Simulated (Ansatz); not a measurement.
CH$_{2}$FOSi (SMILES [CH2]O[Si]F) (doublet)

Input

```
crystal:
  periodic: [false, false, false]
  atoms:
    - {symbol: C, position_ang: [0.248312, -1.687415, -1.107170]}
    - {symbol: F, position_ang: [-0.415035, 0.461359, 0.789173]}
    - {symbol: O, position_ang: [0.160646, -0.412723, -1.531393]}
    - {symbol: Si, position_ang: [-0.191917, 1.027886, -0.726898]}
    - {symbol: H, position_ang: [0.495793, -2.428567, -1.855228]}
    - {symbol: H, position_ang: [0.073202, -1.918387, -0.063401]}
basis:
  gaussian: {orbitals: def2-TZVPD}
magnetization: {spin_polarized: true, initial_magnetization: 1}
hamiltonian: {xc: {name: PBE0}}
output: {forces: true, orbitals: {seedname: orbitals}}
```

Launched as:

```sh
ansatz run input.yaml --threads 1 --pin off --max-ram 2610MiB --events-out events.jsonl --progress --plain --runs-dir runs
```

Geometry: B3LYP/6-31G*.

Theory: isolated molecule in a Gaussian basis; Kohn-Sham density functional theory, functional PBE0 in Ansatz.

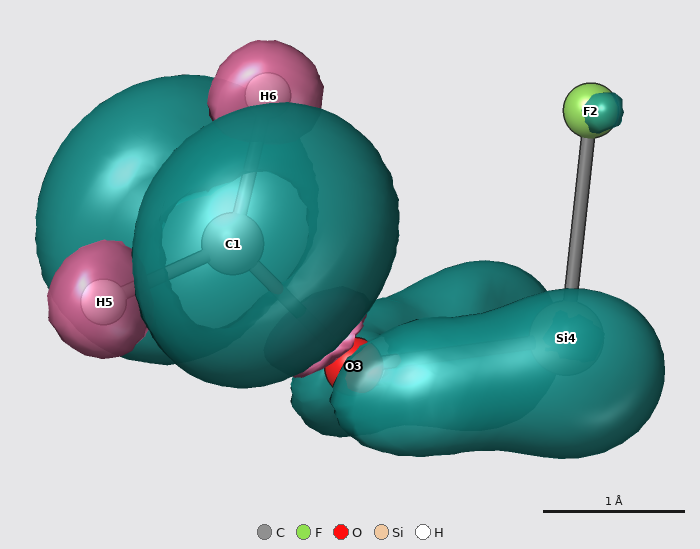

Figure 1. Isosurfaces of the spin density (α minus β) at +0.02 (teal) and −0.02 e/Å³ (pink), seen at a tilt.

> Describe the spin distribution.

The unpaired spin (1 electron) lies mostly on C1 (about 0.7), Si4 (about 0.1) and O3 (about 0.1), in electrons by Hirshfeld's partition.

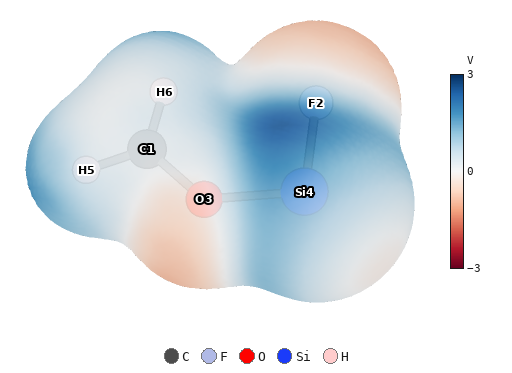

Figure 2. The electrostatic potential painted on the density surface at 0.004 e/bohr³, seen at a tilt; red is negative and blue positive.

> Describe the electrostatic potential map.

The most negative region (about −0.9 V, or −21 kcal/mol for a unit charge) lies over F2 and O3, the most positive (about +2.4 V, or +55 kcal/mol for a unit charge) over Si4.

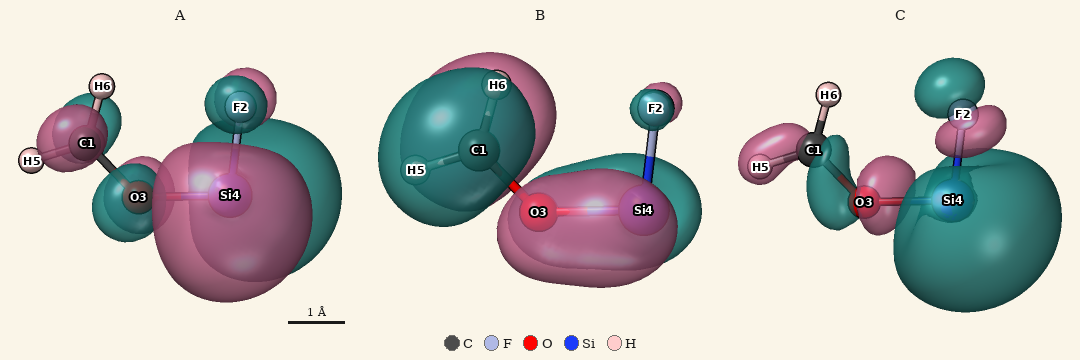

Figure 3. Three frontier orbitals at ±0.08 Å⁻³ᐟ² (teal and pink are the two phases), in no order.

> Which picture is the HOMO−1, the HOMO and the LUMO? All are α orbitals.

C is the HOMO−1 (α) (−8.10 eV). It lies mainly on Si4 (about 80 %), F2 (about 10 %) and O3 (about 10 %); it is symmetric in the molecular plane (an in-plane orbital: σ, lone-pair or in-plane π type). B is the HOMO (α) (−5.81 eV). It lies mainly on C1 (about 55 %), O3 (about 15 %) and Si4 (about 15 %); it changes sign across the molecular plane (π type); π-bonding across O3–Si4; π-antibonding (a node) across C1–O3. A is the LUMO (α) (−1.88 eV). Its weight (Hirshfeld) is mainly on Si4 (about 75 %) and O3 (about 10 %); it changes sign across the molecular plane (π type).

> What is the gap between the highest occupied and lowest empty α orbitals?

3.93 eV between the orbital energies.

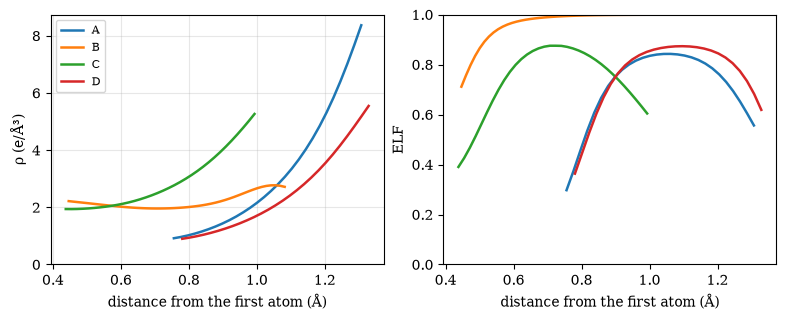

Figure 4. Electron density and ELF along straight lines between neighbouring atoms. The curves leave out the atomic cores.

> Which curve belongs to which contact (C–H, C–O, Si–F and Si–O)? The first atom named is at distance zero.

Curve A: Si–F (1.63 Å): ρ is about 1.1 e/Å³ halfway; the ELF peaks at about 0.85 in the valence shell of F, 0.6 Å from its nucleus, and is about 0.55 at the midpoint. Curve B: C–H (1.08 Å): ρ at the midpoint is about 2.1 e/Å³; the ELF climbs to about 1 towards the hydrogen, as it does in any bond to H (an ordinary covalent bond to hydrogen). Curve C: C–O (1.35 Å): the density is about 2.3 e/Å³ at the midpoint, with its minimum of 1.9 e/Å³ about 0.5 Å from C; the ELF peaks at about 0.90 between the atoms, as expected for a polar covalent bond. Curve D: Si–O (1.69 Å): the density is about 1 e/Å³ at the midpoint; the ELF peaks at about 0.85 between the atoms; a shared but strongly polarised pair.
